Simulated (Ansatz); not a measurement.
Geometry relaxation, with input and output: C3H10FNSi (part 2 of 2)

C3H10FNSi, SMILES CC(C)[SiH](N)F; RKS B3LYP-D4/6-31G* (Ansatz 0.2.0). It belongs to a series of runs on one base structure; here: end point B relaxed.

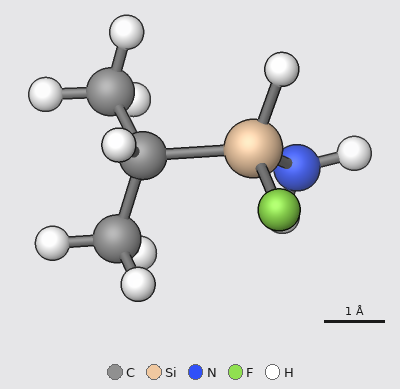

**Figure 1.** The geometry at step 12 of the log (ball-and-stick view, seen on its broad side).

**Trajectory as extended XYZ, continued**
```
16
Properties=species:S:1:pos:R:3:forces:R:3 step=7 energy=-15362.12109
C     0.6790   -1.4866   -0.7905   -0.0314   0.0156  -0.0268
C     0.8346   -0.1555   -0.0343   -0.0239   0.0046  -0.0524
C     0.8350    1.0373   -1.0104    0.0006  -0.0006  -0.0021
Si   -0.4914    0.0075    1.2889    0.0571  -0.0510   0.0604
N    -2.0418   -0.1178    0.5602    0.0142  -0.0936   0.1810
F    -0.1984    1.4083    2.0679   -0.1127  -0.0536  -0.0612
H    -0.2881   -1.5216   -1.3066    0.0386  -0.0372  -0.0074
H     0.7222   -2.3510   -0.1177    0.0083  -0.0034   0.0143
H     1.4682   -1.6086   -1.5436    0.0131  -0.0005   0.0079
H     1.7994   -0.1618    0.4941    0.0226   0.0101  -0.0008
H    -0.1104    1.0961   -1.5669    0.0024   0.0077   0.0140
H     1.6349    0.9313   -1.7551   -0.0026   0.0036   0.0095
H     0.9811    1.9928   -0.4941   -0.0152  -0.0269   0.0110
H    -0.4260   -1.0592    2.3247   -0.0218   0.0234  -0.0247
H    -2.8667   -0.4013    1.0718    0.0484   0.0158   0.1180
H    -2.2968    0.4038   -0.2613    0.0022   0.1860  -0.2409
16
Properties=species:S:1:pos:R:3:forces:R:3 step=8 energy=-15362.13055
C     0.6969   -1.4945   -0.7975    0.0388  -0.0260   0.0000
C     0.8291   -0.1600   -0.0427    0.0277  -0.0481  -0.0226
C     0.8145    1.0357   -1.0128   -0.0473   0.0037   0.0068
Si   -0.4890   -0.0231    1.2898   -0.0875   0.1278   0.0016
N    -2.0444   -0.1255    0.5624    0.0072   0.0031   0.0022
F    -0.2243    1.3752    2.0845   -0.0107  -0.0703  -0.0293
H    -0.2593   -1.5510   -1.3302    0.0105  -0.0002  -0.0022
H     0.7419   -2.3530   -0.1167    0.0105  -0.0088  -0.0077
H     1.5015   -1.6104   -1.5354   -0.0019  -0.0055   0.0021
H     1.7974   -0.1484    0.4813   -0.0121  -0.0254   0.0031
H    -0.1260    1.0807   -1.5784   -0.0007   0.0113   0.0137
H     1.6241    0.9520   -1.7492    0.0050  -0.0037   0.0083
H     0.9356    1.9870   -0.4843   -0.0085   0.0152  -0.0042
H    -0.4306   -1.0949    2.3164    0.0380   0.0015   0.0125
H    -2.8754   -0.2319    1.1310    0.0070  -0.0184   0.0105
H    -2.2571    0.3761   -0.2910    0.0242   0.0438   0.0052
16
Properties=species:S:1:pos:R:3:forces:R:3 step=9 energy=-15362.13197
C     0.7210   -1.5117   -0.7983   -0.0427   0.0373   0.0035
C     0.8272   -0.1726   -0.0451    0.0066   0.0164   0.0131
C     0.7982    1.0272   -1.0111    0.0278  -0.0292  -0.0442
Si   -0.4979   -0.0166    1.2793    0.1029  -0.0463   0.0866
N    -2.0507   -0.1030    0.5485   -0.2824   0.2135  -0.1951
F    -0.2151    1.3706    2.0857   -0.0243  -0.0210  -0.0677
H    -0.2313   -1.5821   -1.3362    0.0046  -0.0091  -0.0051
H     0.7769   -2.3703   -0.1186    0.0042   0.0125   0.0148
H     1.5307   -1.6161   -1.5322    0.0035   0.0143   0.0044
H     1.7910   -0.1549    0.4862    0.0036   0.0293   0.0000
H    -0.1454    1.0677   -1.5717    0.0054  -0.0162  -0.0032
H     1.6070    0.9507   -1.7493   -0.0112   0.0194  -0.0124
H     0.9131    1.9804   -0.4837    0.0065  -0.0090   0.0169
H    -0.4296   -1.0914    2.3039   -0.0500  -0.0242  -0.0199
H    -2.8778   -0.2561    1.1180    0.1220   0.0040  -0.0362
H    -2.2826    0.4920   -0.2481    0.1236  -0.1917   0.2443
16
Properties=species:S:1:pos:R:3:forces:R:3 step=10 energy=-15362.13565
C     0.7239   -1.5108   -0.7972    0.0071   0.0101   0.0105
C     0.8271   -0.1720   -0.0447    0.0002  -0.0087  -0.0106
C     0.7937    1.0248   -1.0141   -0.0064   0.0039  -0.0004
Si   -0.4968   -0.0254    1.2822    0.0114   0.0182   0.0210
N    -2.0527   -0.0904    0.5531   -0.0397  -0.0007   0.0144
F    -0.2093    1.3600    2.0885   -0.0026  -0.0157  -0.0153
H    -0.2275   -1.5871   -1.3359    0.0009   0.0007   0.0042
H     0.7849   -2.3674   -0.1154    0.0008   0.0008   0.0003
H     1.5346   -1.6106   -1.5306   -0.0011  -0.0022  -0.0001
H     1.7918   -0.1475    0.4850   -0.0009   0.0078  -0.0020
H    -0.1498    1.0586   -1.5753    0.0028  -0.0068  -0.0027
H     1.6028    0.9553   -1.7526   -0.0030  -0.0032   0.0006
H     0.9023    1.9778   -0.4852    0.0011   0.0024  -0.0007
H    -0.4422   -1.1067    2.3006   -0.0205  -0.0102  -0.0158
H    -2.8805   -0.2305    1.1208    0.0338  -0.0028  -0.0047
H    -2.2675    0.4857   -0.2521    0.0160   0.0064   0.0014
16
Properties=species:S:1:pos:R:3:forces:R:3 step=11 energy=-15362.13578
C     0.7459   -1.5167   -0.7861    0.0204   0.0099  -0.0240
C     0.8368   -0.1704   -0.0471   -0.0779   0.0087   0.0766
C     0.7817    1.0190   -1.0235   -0.0011   0.0136  -0.0201
Si   -0.4975   -0.0275    1.2767   -0.0306  -0.0273  -0.0801
N    -2.0560   -0.0530    0.5470    0.0278   0.0133   0.0135
F    -0.1840    1.3306    2.1176   -0.0049  -0.0157  -0.0061
H    -0.2075   -1.6082   -1.3189   -0.0012  -0.0081   0.0110
H     0.8236   -2.3659   -0.0971   -0.0125  -0.0028   0.0065
H     1.5525   -1.6154   -1.5248   -0.0032   0.0123   0.0079
H     1.7998   -0.1277    0.4834    0.0119   0.0007  -0.0050
H    -0.1707    1.0410   -1.5696    0.0064  -0.0013  -0.0139
H     1.5800    0.9521   -1.7742   -0.0037  -0.0144   0.0041
H     0.8925    1.9774   -0.5041   -0.0063  -0.0048   0.0065
H    -0.5015   -1.1418    2.2579    0.0511  -0.0103   0.0363
H    -2.8726   -0.2349    1.1182    0.0064   0.0049  -0.0154
H    -2.2882    0.5553   -0.2284    0.0176   0.0214   0.0021
16
Properties=species:S:1:pos:R:3:forces:R:3 step=12 energy=-15362.13775
C     0.7498   -1.5178   -0.7847    0.0124  -0.0033  -0.0040
C     0.8313   -0.1711   -0.0455   -0.0325  -0.0010   0.0294
C     0.7722    1.0155   -1.0258   -0.0063   0.0106  -0.0057
Si   -0.4992   -0.0368    1.2793    0.0057   0.0140  -0.0635
N    -2.0546   -0.0443    0.5436    0.0089  -0.0097   0.0337
F    -0.1834    1.3167    2.1268   -0.0039  -0.0121   0.0097
H    -0.2033   -1.6169   -1.3169    0.0012  -0.0002   0.0039
H     0.8323   -2.3664   -0.0951   -0.0017  -0.0017  -0.0008
H     1.5576   -1.6095   -1.5228   -0.0062   0.0004   0.0047
H     1.7956   -0.1226    0.4830    0.0005   0.0015  -0.0032
H    -0.1740    1.0257   -1.5834    0.0068  -0.0042   0.0014
H     1.5790    0.9533   -1.7678   -0.0030  -0.0039   0.0064
H     0.8673    1.9760   -0.5071   -0.0018  -0.0024  -0.0052
H    -0.4887   -1.1560    2.2573    0.0057   0.0035   0.0006
H    -2.8764   -0.2098    1.1121   -0.0043   0.0017  -0.0161
H    -2.2708    0.5780   -0.2259    0.0184   0.0069   0.0088
16
Properties=species:S:1:pos:R:3:forces:R:3 step=13 energy=-15362.13861
C     0.7600   -1.5206   -0.7787   -0.0009  -0.0113   0.0049
C     0.8292   -0.1701   -0.0450    0.0026   0.0078  -0.0008
C     0.7603    1.0103   -1.0327   -0.0096   0.0020  -0.0059
Si   -0.5003   -0.0439    1.2782    0.0035   0.0112  -0.0053
N    -2.0542   -0.0222    0.5401    0.0183  -0.0112   0.0218
F    -0.1748    1.2914    2.1508   -0.0028  -0.0090   0.0001
H    -0.1936   -1.6315   -1.3077    0.0034   0.0025  -0.0009
H     0.8521   -2.3658   -0.0860    0.0035   0.0038  -0.0031
H     1.5668   -1.6065   -1.5184   -0.0040  -0.0031   0.0015
H     1.7938   -0.1104    0.4820   -0.0064   0.0009  -0.0009
H    -0.1816    1.0029   -1.5978    0.0095  -0.0026   0.0108
H     1.5733    0.9531   -1.7681   -0.0032   0.0047   0.0049
H     0.8389    1.9757   -0.5199    0.0013  -0.0054  -0.0091
H    -0.4954   -1.1795    2.2385   -0.0103   0.0073  -0.0170
H    -2.8789   -0.1959    1.1016   -0.0129   0.0046  -0.0082
H    -2.2608    0.6268   -0.2099    0.0080  -0.0022   0.0074
16
Properties=species:S:1:pos:R:3:forces:R:3 step=14 energy=-15362.13907
C     0.7725   -1.5240   -0.7705   -0.0048  -0.0099   0.0047
C     0.8288   -0.1685   -0.0447    0.0223   0.0090  -0.0125
C     0.7455    1.0048   -1.0401   -0.0103  -0.0032   0.0000
Si   -0.5005   -0.0520    1.2779   -0.0113   0.0186   0.0143
N    -2.0517    0.0036    0.5358    0.0147   0.0067   0.0010
F    -0.1628    1.2618    2.1789   -0.0053  -0.0223  -0.0069
H    -0.1816   -1.6480   -1.2960    0.0053   0.0017   0.0002
H     0.8765   -2.3643   -0.0734    0.0020   0.0072  -0.0043
H     1.5775   -1.6051   -1.5125   -0.0008  -0.0025  -0.0011
H     1.7934   -0.0954    0.4808   -0.0068   0.0007  -0.0045
H    -0.1956    0.9801   -1.6059    0.0122  -0.0004   0.0107
H     1.5601    0.9534   -1.7741   -0.0031   0.0033   0.0016
H     0.8115    1.9753   -0.5349    0.0007  -0.0081  -0.0058
H    -0.5111   -1.2088    2.2129   -0.0098   0.0152  -0.0159
H    -2.8807   -0.1763    1.0889   -0.0101   0.0080  -0.0079
H    -2.2471    0.6774   -0.1960    0.0053  -0.0241   0.0267
16
Properties=species:S:1:pos:R:3:forces:R:3 step=15 energy=-15362.13927
C     0.7805   -1.5258   -0.7669   -0.0068  -0.0062   0.0066
C     0.8295   -0.1677   -0.0449    0.0146   0.0053  -0.0172
C     0.7379    1.0017   -1.0440   -0.0068  -0.0015   0.0019
Si   -0.5013   -0.0562    1.2772   -0.0151   0.0142   0.0310
N    -2.0518    0.0167    0.5350    0.0212   0.0088  -0.0051
F    -0.1574    1.2444    2.1950   -0.0039  -0.0198  -0.0153
H    -0.1736   -1.6570   -1.2908    0.0045   0.0007   0.0000
H     0.8907   -2.3631   -0.0674    0.0012   0.0049  -0.0038
H     1.5847   -1.6044   -1.5100   -0.0001  -0.0001  -0.0006
H     1.7942   -0.0874    0.4792   -0.0095   0.0006   0.0001
H    -0.2037    0.9691   -1.6082    0.0083   0.0005   0.0065
H     1.5519    0.9530   -1.7787   -0.0016   0.0028   0.0002
H     0.7988    1.9744   -0.5423    0.0006  -0.0057  -0.0048
H    -0.5218   -1.2227    2.1991   -0.0039   0.0067  -0.0106
H    -2.8836   -0.1601    1.0851   -0.0028   0.0031  -0.0017
H    -2.2402    0.6991   -0.1901    0.0001  -0.0144   0.0127
16
Properties=species:S:1:pos:R:3:forces:R:3 step=16 energy=-15362.13933
C     0.7849   -1.5271   -0.7642    0.0009   0.0039  -0.0010
C     0.8294   -0.1670   -0.0453    0.0023  -0.0010   0.0041
C     0.7322    1.0002   -1.0460   -0.0024  -0.0032   0.0029
Si   -0.5011   -0.0593    1.2785   -0.0122   0.0185  -0.0020
N    -2.0496    0.0247    0.5337    0.0082   0.0038   0.0056
F    -0.1527    1.2336    2.2051   -0.0038  -0.0198  -0.0097
H    -0.1689   -1.6632   -1.2872    0.0012   0.0004   0.0017
H     0.8996   -2.3623   -0.0631   -0.0006   0.0018  -0.0004
H     1.5885   -1.6039   -1.5082    0.0004  -0.0006  -0.0005
H     1.7933   -0.0820    0.4789    0.0016  -0.0009  -0.0034
H    -0.2106    0.9639   -1.6074    0.0013   0.0004  -0.0004
H     1.5442    0.9531   -1.7829    0.0006  -0.0011  -0.0005
H     0.7919    1.9741   -0.5467   -0.0004  -0.0018   0.0007
H    -0.5295   -1.2324    2.1908    0.0027   0.0037   0.0006
H    -2.8839   -0.1482    1.0812   -0.0004   0.0000  -0.0010
H    -2.2327    0.7098   -0.1899    0.0006  -0.0041   0.0033
16
Properties=species:S:1:pos:R:3:forces:R:3 step=17 energy=-15362.13935
C     0.7854   -1.5270   -0.7643    0.0001   0.0013   0.0011
C     0.8296   -0.1671   -0.0452   -0.0027  -0.0003  -0.0013
C     0.7320    0.9998   -1.0460    0.0018  -0.0001   0.0010
Si   -0.5017   -0.0591    1.2781   -0.0007   0.0073   0.0034
N    -2.0502    0.0255    0.5341    0.0051   0.0031   0.0027
F    -0.1525    1.2324    2.2058   -0.0032  -0.0095  -0.0072
H    -0.1685   -1.6633   -1.2870    0.0000  -0.0004   0.0000
H     0.9005   -2.3621   -0.0632   -0.0003  -0.0004   0.0000
H     1.5888   -1.6036   -1.5084    0.0000   0.0003   0.0000
H     1.7936   -0.0819    0.4787   -0.0001   0.0003   0.0002
H    -0.2105    0.9632   -1.6078   -0.0007  -0.0002  -0.0007
H     1.5443    0.9528   -1.7827    0.0003  -0.0001  -0.0006
H     0.7912    1.9736   -0.5468   -0.0002   0.0009   0.0003
H    -0.5292   -1.2323    2.1901   -0.0005   0.0001   0.0011
H    -2.8846   -0.1470    1.0817    0.0011  -0.0006  -0.0007
H    -2.2333    0.7100   -0.1900    0.0001  -0.0017   0.0008
```

The run was set up as follows.

**The input**
```yaml
crystal:
  periodic: [false, false, false]
  atoms:
    - { symbol: C, position_ang: [0.6353, -1.5099, -0.8089] }
    - { symbol: C, position_ang: [0.7564, -0.1605, -0.0363] }
    - { symbol: C, position_ang: [0.7914, 1.0247, -1.0278] }
    - { symbol: Si, position_ang: [-0.4415, 0.0783, 1.3363] }
    - { symbol: "N", position_ang: [-2.0906, 0.2171, 0.7122] }
    - { symbol: F, position_ang: [-0.2257, 1.4668, 2.088] }
    - { symbol: H, position_ang: [-0.3358, -1.4824, -1.3642] }
    - { symbol: H, position_ang: [0.6461, -2.3186, -0.162] }
    - { symbol: H, position_ang: [1.3996, -1.5715, -1.5073] }
    - { symbol: H, position_ang: [1.7357, -0.2097, 0.4925] }
    - { symbol: H, position_ang: [-0.1212, 1.1351, -1.5535] }
    - { symbol: H, position_ang: [1.6526, 0.889, -1.7221] }
    - { symbol: H, position_ang: [0.9654, 1.9929, -0.5048] }
    - { symbol: H, position_ang: [-0.5345, -1.0358, 2.3259] }
    - { symbol: H, position_ang: [-2.59144, -0.64911, 0.97762] }
    - { symbol: H, position_ang: [-2.00692, 0.14751, -0.31843] }
basis:
  gaussian: { orbitals: "6-31G*" }
hamiltonian:
  xc: b3lyp
  dispersion: d4
relax:
  f_tol: 0.015
  max_steps: 40
```

Launched with:
```bash
ansatz run input.yaml --threads 2 --pin off --max-ram 3072MiB --backend cpu --events-out ev --progress --plain --runs-dir out
```

**Results in brief**

- outcome: converged
- total energy: −15362.1396 eV
- mean-field energy: −15361.5738 eV
- largest force (length of the vector) at the end: 0.012 eV/Å
- hardware: 2 threads of Arm Neoverse V1, 24 GiB of memory available, shared host
- wall time: 74 s (CPU time 2.4 min)
- peak memory: 0.29 GiB
